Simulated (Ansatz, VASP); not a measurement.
# SbRu: VASP beside Ansatz

Wanted: the spread between two codes on one cell, functional and k mesh.

Method: plane waves, with VASP 6.6.1 beside it; single point at PBEsol, in Ansatz 0.2.0.

### Step 1. The structure

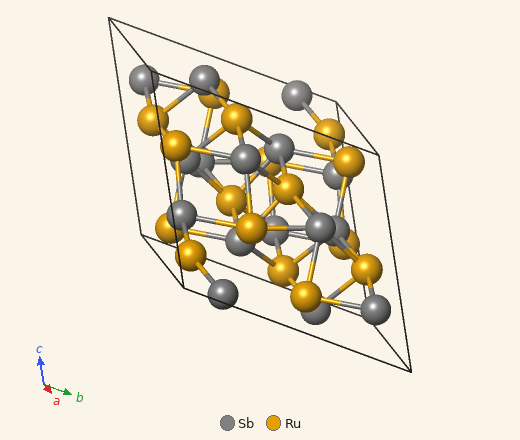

The cell as given, slightly off an axis (antimony grey, ruthenium orange).

### Step 2. VASP: single point, PBEsol

With cell and atoms fixed, the geometry can't cause a difference; cores, projectors, grids and the points listed under the comparison can.

Lines of VASP's logs that name or quote its potential files are left out, and so is its time.

File INCAR:

```
SYSTEM = SbRu
PREC = Normal
ENCUT = 300
EDIFF = 1E-05
NELM = 120
ISMEAR = 1
SIGMA = 0.2
LREAL = Auto
ALGO = Fast
GGA = PS
LORBIT = 11
LWAVE = .FALSE.
LCHARG = .FALSE.
KPAR = 4
NCORE = 2
```

File POSCAR:

```
SbRu
1.0
   -5.8524230333      3.7871481400      6.5437901301
    5.8524230333     -3.7871481400      6.5437901301
    5.8524230333      3.7871481400     -6.5437901301
Sb Ru
16 16
Direct
    0.5836903138      0.6088610555      0.7751707418
    0.0836903137      0.1088610555      0.7751707417
    0.0836903138      0.6088610555      0.2751707418
    0.5836903138      0.1088610555      0.2751707418
    0.5836903137      0.8085195720      0.4748292582
    0.0836903138      0.3085195720      0.4748292582
    0.0836903138      0.8085195720      0.9748292583
    0.5836903137      0.3085195720      0.9748292582
    0.4163096862      0.1914804280      0.5251707418
    0.9163096862      0.6914804280      0.5251707417
    0.9163096862      0.1914804280      0.0251707417
    0.4163096862      0.6914804280      0.0251707417
    0.4163096862      0.3911389445      0.2248292582
    0.9163096862      0.8911389445      0.2248292582
    0.9163096862      0.3911389445      0.7248292582
    0.4163096862      0.8911389445      0.7248292582
    0.7721573983      0.8933093424      0.8711519442
    0.2721573983      0.3933093424      0.8711519442
    0.2721573983      0.8933093424      0.3711519442
    0.7721573982      0.3933093424      0.3711519442
    0.2721573982      0.4010054540      0.3788480558
    0.7721573982      0.9010054540      0.3788480558
    0.7721573983      0.4010054540      0.8788480558
    0.2721573982      0.9010054540      0.8788480558
    0.7278426017      0.5989945459      0.6211519442
    0.2278426018      0.0989945459      0.6211519442
    0.2278426018      0.5989945459      0.1211519442
    0.7278426017      0.0989945460      0.1211519442
    0.2278426018      0.1066906576      0.1288480558
    0.7278426018      0.6066906576      0.1288480558
    0.7278426017      0.1066906576      0.6288480558
    0.2278426018      0.6066906575      0.6288480558
```

File KPOINTS:

```
Automatic mesh
0
Gamma
4 4 4
0 0 0
```

Potentials, in the order of the species: Sb and Ru (PBE family, release 64).

Command:

```
$ mpirun -np 8 vasp_std
```

Numbers of over 12 decimals in the logs are rounded to 6 here.

Log:

```text
[banner, memory and clock lines left out]
running    8 mpi-ranks, on    1 nodes
[...]
|                                                                             |
|               ----> ADVICE to this user running VASP <----                  |
|                                                                             |
|     You enforced a specific xc type in the INCAR file but a different       |
|     [... a line on the potential file left out ...]
|     I HOPE YOU KNOW WHAT YOU ARE DOING!                                     |
|                                                                             |

 LDA part: xc-table for (Slater+PW92), standard interpolation
 POSCAR, INCAR and KPOINTS ok, starting setup
[...]
entering main loop
       N       E                     dE             d eps       ncg     rms          rms(c)
DAV:   1     0.865947920039E+03    0.86595E+03   -0.60255E+04  4464   0.940E+02
DAV:   2    -0.165408962393E+03   -0.10314E+04   -0.98246E+03  4784   0.237E+02
DAV:   3    -0.241966790386E+03   -0.76558E+02   -0.71963E+02  6048   0.603E+01
DAV:   4    -0.244755777902E+03   -0.27890E+01   -0.27437E+01  5552   0.119E+01
[...]
RMM:  15    -0.239875694776E+03    0.45671E-04   -0.51191E-04  6458   0.553E-02    0.413E-02
RMM:  16    -0.239875682150E+03    0.12626E-04   -0.69407E-05  4549   0.226E-02    0.289E-02
RMM:  17    -0.239875683410E+03   -0.12603E-05   -0.12723E-05  3025   0.700E-03
   1 F= -.23987568E+03 E0= -.23987148E+03  d E =-.126069E-01
```

Parts of OUTCAR (step 2):

```text
  Total       -1.3029512      0.4274717     -0.8046769      0.0000000      0.0000000      0.0000000
  in kB       -3.5983333      1.1805397     -2.2222595      0.0000000      0.0000000      0.0000000
  external PRESSURE =      -1.5466844 kB  Pullay stress =       0.0000000 kB

 POSITION                                       TOTAL-FORCE (eV/Angst)
 -----------------------------------------------------------------------------------
      4.68394      2.84036      2.73125         0.027780     -0.000000      0.005289
      4.68394      2.84036     -3.81254         0.027780     -0.000000      0.005289
      4.68394     -0.94679      2.73125         0.027780     -0.000000      0.005289
     -1.16849      2.84036      2.73125         0.027780     -0.000000      0.005289
      4.09470      0.94679      6.00315        -0.027780     -0.000000      0.005289
      4.09470      0.94679     -0.54064        -0.027780     -0.000000      0.005289
      9.94712      0.94679     -0.54064        -0.027780     -0.000000      0.005289
      4.09470      4.73394     -0.54064        -0.027780     -0.000000      0.005289
      1.75773      2.84036      0.54064         0.027780      0.000000     -0.005289
      1.75773      2.84036      7.08443         0.027780      0.000000     -0.005289
     -4.09470      2.84036      7.08443         0.027780      0.000000     -0.005289
      1.75773     -0.94679      7.08443         0.027780      0.000000     -0.005289
      1.16849      0.94679      3.81254        -0.027780      0.000000     -0.005289
      1.16849      0.94679     10.35633        -0.027780      0.000000     -0.005289
[...]
-----------------------------------------------------------------------------------
    total drift:                               -0.000000     -0.000001     -0.000000

  FREE ENERGIE OF THE ION-ELECTRON SYSTEM (eV)
  ---------------------------------------------------
  free  energy   TOTEN  =      -239.8756834098 eV

  energy  without entropy=     -239.8630764907  energy(sigma->0) =     -239.87148110

[... 2 further parts left out ...]
[key lines of the parts left out:]
E-fermi :  10.7023
```

The run ends at a pressure of -0.15 GPa, with forces up to 0.067 eV/Å.

### Step 3. Ansatz: single point, PBEsol

Ansatz runs on its default PAW (the set named soft_2) files.

The same cell, functional, mesh and smearing now go to Ansatz, which takes its cutoff from its data sets.

File input.yaml:

```yaml
crystal:
  lattice:
    - [-5.8524230333, 3.78714814, 6.5437901301]
    - [5.8524230333, -3.78714814, 6.5437901301]
    - [5.8524230333, 3.78714814, -6.5437901301]
  atoms:
    - { symbol: Sb, position: [0.5836903138, 0.6088610555, 0.7751707418] }
    - { symbol: Sb, position: [0.0836903137, 0.1088610555, 0.7751707417] }
    - { symbol: Sb, position: [0.0836903138, 0.6088610555, 0.2751707418] }
    - { symbol: Sb, position: [0.5836903138, 0.1088610555, 0.2751707418] }
    - { symbol: Sb, position: [0.5836903137, 0.808519572, 0.4748292582] }
    - { symbol: Sb, position: [0.0836903138, 0.308519572, 0.4748292582] }
    - { symbol: Sb, position: [0.0836903138, 0.808519572, 0.9748292583] }
    - { symbol: Sb, position: [0.5836903137, 0.308519572, 0.9748292582] }
    - { symbol: Sb, position: [0.4163096862, 0.191480428, 0.5251707418] }
    - { symbol: Sb, position: [0.9163096862, 0.691480428, 0.5251707417] }
    - { symbol: Sb, position: [0.9163096862, 0.191480428, 0.0251707417] }
    - { symbol: Sb, position: [0.4163096862, 0.691480428, 0.0251707417] }
    - { symbol: Sb, position: [0.4163096862, 0.3911389445, 0.2248292582] }
    - { symbol: Sb, position: [0.9163096862, 0.8911389445, 0.2248292582] }
    - { symbol: Sb, position: [0.9163096862, 0.3911389445, 0.7248292582] }
    - { symbol: Sb, position: [0.4163096862, 0.8911389445, 0.7248292582] }
    - { symbol: Ru, position: [0.7721573983, 0.8933093424, 0.8711519442] }
    - { symbol: Ru, position: [0.2721573983, 0.3933093424, 0.8711519442] }
    - { symbol: Ru, position: [0.2721573983, 0.8933093424, 0.3711519442] }
    - { symbol: Ru, position: [0.7721573982, 0.3933093424, 0.3711519442] }
    - { symbol: Ru, position: [0.2721573982, 0.401005454, 0.3788480558] }
    - { symbol: Ru, position: [0.7721573982, 0.901005454, 0.3788480558] }
    - { symbol: Ru, position: [0.7721573983, 0.401005454, 0.8788480558] }
    - { symbol: Ru, position: [0.2721573982, 0.901005454, 0.8788480558] }
    - { symbol: Ru, position: [0.7278426017, 0.5989945459, 0.6211519442] }
    - { symbol: Ru, position: [0.2278426018, 0.0989945459, 0.6211519442] }
    - { symbol: Ru, position: [0.2278426018, 0.5989945459, 0.1211519442] }
    - { symbol: Ru, position: [0.7278426017, 0.098994546, 0.1211519442] }
    - { symbol: Ru, position: [0.2278426018, 0.1066906576, 0.1288480558] }
    - { symbol: Ru, position: [0.7278426018, 0.6066906576, 0.1288480558] }
    - { symbol: Ru, position: [0.7278426017, 0.1066906576, 0.6288480558] }
    - { symbol: Ru, position: [0.2278426018, 0.6066906575, 0.6288480558] }
hamiltonian:
  xc: pbesol
  pseudopotentials: { kind: paw }
kpoints:
  mp_grid: { grid: [4, 4, 4] }
scf:
  occupations: { method: methfessel_paxton, width: 0.2 }
  n_extra_bands: 12
output:
  forces: true
  stress: true
  eigenvalues: true
  write_density: true
  write_potential: true
  elf: true
  volumetric_format: npy
```

Command:

```
$ ansatz run input.yaml --threads 8 --pin off --max-ram 18432MiB --backend cpu --events-out ev --progress --plain --runs-dir out
```

Log:

```text
scf.n_extra_bands = 12 over 248 filled bands (N_el = 496.0): the run solves 260 bands
Engine: ansatz 0.2.0, aarch64-unknown-linux-gnu
Pseudopotentials: kind: paw
Pseudopotential: Sb, paw, valence charge 15, recommended cutoff 420 eV (normal), Sb.paw.azcp
Pseudopotential: Ru, paw, valence charge 16, recommended cutoff 420 eV (normal), Ru.paw.azcp
Functional definition: PBEsol
  exchange = pbesol_x
  correlation = pbesol_c
Crystal: 32 atoms, lattice volume = 580.146 Å³
Basis set: ecut = 420 eV, 11283 PW (Γ), exchange–correlation on 128×128×128 points (8 copies of the dense FFT grid, shifted against one another)
Bands: 260, of which v1, the nominal top of the filled ones, is band 248 counted from 1 (247 counted from 0)
Symmetry: 32 space group operations
Space group: Pnma (ITA 62), of the structure as read, at distance tolerance 8.3e-5 Å
k-points: 18 of 64
Non-local potential: Sb, projectors of the file, l = 0: 2, l = 1: 2, l = 2: 2, l = 3: 2
Non-local potential: Ru, projectors of the file, l = 0: 3, l = 1: 2, l = 2: 2, l = 3: 1
PAW form: soft (Blöchl's): semilocal exchange-correlation on the pseudo side does not see the compensation charge
PAW frozen core: Sb, regenerated for the run's functional, and the local potential with it (the file was generated under x = pbe(κ = 0.804, μ = 0.219515), c = pbe(β = 0.066725))
PAW frozen core: Ru, regenerated for the run's functional, and the local potential with it (the file was generated under x = pbe(κ = 0.804, μ = 0.219515), c = pbe(β = 0.066725))
PAW one-centre angular grid: Sb, 590 points (default); XC on 64 Gauss nodes
PAW one-centre angular grid: Ru, 590 points (default); XC on 64 Gauss nodes
Initial density: superposition of atomic densities (neutral atoms: chi_scale 0, normalization atom), corrected by the library's trained network
Initial wavefunctions: pseudopotential atomic-orbital guess
Functional: x = pbesol(κ = 0.804, μ = 0.123457), c = pbesol(β = 0.046)
SCF iter   1: F=—  HF=-195597.326859 eV  |F-HF|=—  |Δ(HF+E_count)|=         —  Δρ=6.83e-3  dr2=2.36e-1  ethr=1.77e-3  ⟨swp⟩=5.0  Hψ=16908  notcnv=0
preconditioner: auto → Kerker (q_TF=auto, 2.658 Å⁻¹)  [metal: Δε(μ)=0.006 eV  Ē_g=15.598 eV  σ=0.200 eV  W_gap=0.03  n_scr=170 (ndim 8)  ℏωp=29.6 eV  f_vac=0.000  D(μ)=29.12/eV (n_scr^D=272)]
SCF iter   2: F=—  HF=-195597.276770 eV  |F-HF|=—  |Δ(HF+E_count)|=   5.01e-2  S|Δr|=    0.00e0  Δρ=2.74e-3  dr2=2.50e-2  ethr=4.76e-5  ⟨swp⟩=2.0  Hψ=7599  notcnv=0
SCF iter   3: F=—  HF=-195597.272366 eV  |F-HF|=—  |Δ(HF+E_count)|=   4.40e-3  S|Δr|=    0.00e0  Δρ=7.80e-4  dr2=1.77e-3  ethr=5.03e-6  ⟨swp⟩=3.0  Hψ=10069  notcnv=0
SCF iter   4: F=—  HF=-195597.272467 eV  |F-HF|=—  |Δ(HF+E_count)|=   1.01e-4  S|Δr|=    0.00e0  Δρ=1.16e-4  dr2=1.06e-4  ethr=3.57e-7  ⟨swp⟩=3.0  Hψ=9486  notcnv=0
SCF iter   5: F=—  HF=-195597.272390 eV  |F-HF|=—  |Δ(HF+E_count)|=   7.73e-5  S|Δr|=    0.00e0  Δρ=4.72e-5  dr2=1.67e-5  ethr=2.15e-8  ⟨swp⟩=2.1  Hψ=6803  notcnv=0
SCF iter   6: F=—  HF=-195597.271941 eV  |F-HF|=—  |Δ(HF+E_count)|=   4.49e-4  S|Δr|=    0.00e0  Δρ=1.27e-5  dr2=9.27e-7  ethr=3.38e-9  ⟨swp⟩=2.0  Hψ=6543  notcnv=0
SCF iter   7: F=-195597.271941 eV  HF=-195597.271941 eV  |F-HF|=1.80e-8  |Δ(HF+E_count)|=  6.11e-10  S|Δr|=    0.00e0  Δρ=3.94e-6  dr2=8.86e-8  ethr=2.02e-11  ⟨swp⟩=11.4  Hψ=35602  notcnv=0
SCF 1 converged in 7 iterations: F = -195597.271941 eV  dr2 = 8.86e-8
  greatest PAW one-centre occupation: 0.999 electrons in one spin orbital (limit 2), on the Ru atom at site 31 (counted from 0), in its partial waves of l = 0
SCF converged after 7 iterations
Stability not checked: this state was not tested for a lower state beside it, because cold or Methfessel-Paxton smearing, or corrected tetrahedra, fill the levels in a way that the test cannot read (fill_not_monotonic; see scf.lower_state_search)
Free energy (F): -195597.271941 eV
Harris-Foulkes:  -195597.271941 eV  (|F-HF|=1.80e-8)
Internal energy: -195597.259992 eV  (E = F + TS)
E sigma→0 (E₀):  -195597.268954 eV
Entropy (-TS):   -0.011949 eV (-0.373 meV/atom)
Fermi energy:    17.126055 eV
--- Per-component energies (eV) ---
  E_band       = -3219.047136
  E_kinetic    = 11649.421873
  E_local      = -45348.732447  (includes V_loc(G=0)·N_el)
  E_nonlocal   = 11438.756469
  E_hartree    = 18012.991479
  E_xc         = -5253.251024
  E_vxc        = -5396.177422  (∫ρ·V_xc dr)
  E_paw        = -126462.873375  (= ΣΔE_a)
  E_vpaw       = -11588.294273  (= ΣTr[D̂ρ^β])
  E_aug_tail   = -0.003172  (compensation charges beyond the density's cutoff)
  E_ewald      = -59642.932244
  E_core_change = 9.362448  (= ΣΔE_core)
  E_smearing   = -0.011949  (= −TS)
  E_closure    = -0.000000  (closes the sum)
  Σ components = -195597.271941   (vs F -195597.271941, Δ=0.00e0)
--- Forces (eV/Å), atoms counted from 1 ---
  atom   1  Sb     0.03527254    -0.00000000    -0.00164451
  atom   2  Sb     0.03527254     0.00000000    -0.00164451
  atom   3  Sb     0.03527254     0.00000000    -0.00164451
  atom   4  Sb     0.03527254    -0.00000000    -0.00164451
  atom   5  Sb    -0.03527254    -0.00000000    -0.00164451
  atom   6  Sb    -0.03527254     0.00000000    -0.00164451
  atom   7  Sb    -0.03527254     0.00000000    -0.00164451
  atom   8  Sb    -0.03527254    -0.00000000    -0.00164451
  atom   9  Sb     0.03527254    -0.00000000     0.00164451
  atom  10  Sb     0.03527254    -0.00000000     0.00164451
  atom  11  Sb     0.03527254    -0.00000000     0.00164451
  atom  12  Sb     0.03527254    -0.00000000     0.00164451
  atom  13  Sb    -0.03527254     0.00000000     0.00164451
  atom  14  Sb    -0.03527254     0.00000000     0.00164451
  atom  15  Sb    -0.03527254    -0.00000000     0.00164451
  atom  16  Sb    -0.03527254     0.00000000     0.00164451
  atom  17  Ru     0.02778622    -0.00000000     0.04906015
  atom  18  Ru     0.02778622    -0.00000000     0.04906015
  atom  19  Ru     0.02778622    -0.00000000     0.04906015
  atom  20  Ru     0.02778622    -0.00000000     0.04906015
  atom  21  Ru    -0.02778622     0.00000000     0.04906015
  atom  22  Ru    -0.02778622    -0.00000000     0.04906015
  atom  23  Ru    -0.02778622     0.00000000     0.04906015
  atom  24  Ru    -0.02778622    -0.00000000     0.04906015
  atom  25  Ru     0.02778622     0.00000000    -0.04906015
  atom  26  Ru     0.02778622    -0.00000000    -0.04906015
  atom  27  Ru     0.02778622     0.00000000    -0.04906015
  atom  28  Ru     0.02778622    -0.00000000    -0.04906015
  atom  29  Ru    -0.02778622    -0.00000000    -0.04906015
  atom  30  Ru    -0.02778622     0.00000000    -0.04906015
  atom  31  Ru    -0.02778622     0.00000000    -0.04906015
  atom  32  Ru    -0.02778622    -0.00000000    -0.04906015
  max |Σ_I F_I| component: 7.63e-17 eV/Å
--- Stress (GPa, compression-positive) ---
        0.094780      -0.000000       0.000000
       -0.000000       0.319316       0.000000
        0.000000       0.000000       0.063419
  P = ⅓ Tr σ = 0.1592 GPa (1.592 kbar)
--- Band table (eV; the first three rows and the last of 18) ---
  k-point 0: bands = [... 244 lower, 16.8876, 16.8876, 17.0499, 17.0625, 17.0625, 17.0625, 17.0625, 17.2316, ... 8 higher]
  k-point 1: bands = [... 244 lower, 17.1010, 17.1173, 17.2384, 17.2384, 17.2515, 17.2621, 17.2621, 17.3764, ... 8 higher]
  k-point 2: bands = [... 244 lower, 17.1028, 17.1028, 17.1292, 17.1292, 17.4528, 17.4528, 17.9917, 17.9917, ... 8 higher]
  k-point 17: bands = [... 244 lower, 16.7519, 16.7519, 16.8386, 16.8386, 16.8386, 16.8386, 16.8816, 16.8816, ... 8 higher]
```

It took 86 s on 8 threads of Arm Neoverse N1, shared host; peak memory 6.7 GiB; 11 min of CPU time.

In the SCF lines HF is the Harris–Foulkes energy and dr2 the Hartree energy of the density residual, in eV; the loop may stop once dr2 is under the threshold and the program's other checks hold. Hψ counts applications of the Hamiltonian.

The run ends at a pressure of 0.16 GPa, with forces up to 0.056 eV/Å.

### Step 4. Side by side

Known differences besides the PAW data sets themselves: the data sets hold 496 valence electrons in Ansatz (default PAW (the set named soft_2) files) and 208 in VASP; the cutoff is 420 eV in Ansatz and 300 eV in VASP (PREC = Normal, projectors in real space); Ansatz makes its cores anew for this functional, VASP keeps those of its PBE data sets; VASP leaves aspherical gradient terms in its spheres out (LASPH is not set), Ansatz keeps them. Total energies have different zeros and are not compared.

The two programs side by side:

```csv
quantity,Ansatz,VASP,difference
pressure (GPa),0.16,-0.15,+0.31
```

Forces on 10 of the 32 atoms, picked by the larger force of the two programs (eV/Å; atoms numbered as in POSCAR):

```csv
atom,"Ansatz x, y, z","VASP x, y, z"
Ru23,"-0.028, 0.000, 0.049","-0.025, 0.000, 0.062"
Ru24,"-0.028, 0.000, 0.049","-0.025, 0.000, 0.062"
Ru25,"0.028, 0.000, -0.049","0.025, 0.000, -0.062"
Ru26,"0.028, 0.000, -0.049","0.025, 0.000, -0.062"
Ru27,"0.028, 0.000, -0.049","0.025, 0.000, -0.062"
Ru28,"0.028, 0.000, -0.049","0.025, 0.000, -0.062"
Ru29,"-0.028, 0.000, -0.049","-0.025, 0.000, -0.062"
Ru30,"-0.028, 0.000, -0.049","-0.025, 0.000, -0.062"
Ru31,"-0.028, 0.000, -0.049","-0.025, 0.000, -0.062"
Ru32,"-0.028, 0.000, -0.049","-0.025, 0.000, -0.062"
```

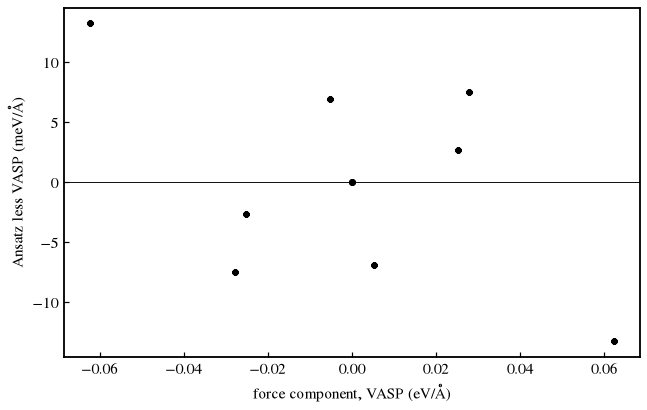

Difference of the force components against their size.

The forces differ by 6.9 meV/Å r.m.s., which is 23.2 % of the r.m.s. force of 0.03 eV/Å (both taken over all components). Ansatz's pressure holds a Pulay correction of 0.07 GPa; VASP's holds none.

### Step 5. Results

```
difference in pressure (single point, PBEsol)  : 0.31 GPa
r.m.s. force difference (single point, PBEsol) : 6.9 meV/Å
```

What this shows: The r.m.s. force difference is 6.9 meV/Å (single point, PBEsol), within the 12 meV/Å picked in this series as the mark of a large difference. How closely two codes agree says nothing of how well the functional describes the real material.

[Lines on the potential files, build, host, timing and source positions are cut from VASP's logs without a mark.]

[Logs are printed without paths, hosts, clocks, repeated set-up lines and the standing remarks that a program may print on its own settings, such as how far it seeks lower states.]

[Hosts, paths, dates, database ids (printed as entryN), source tags and the programs' standing remarks are cut or masked in the printed files.]
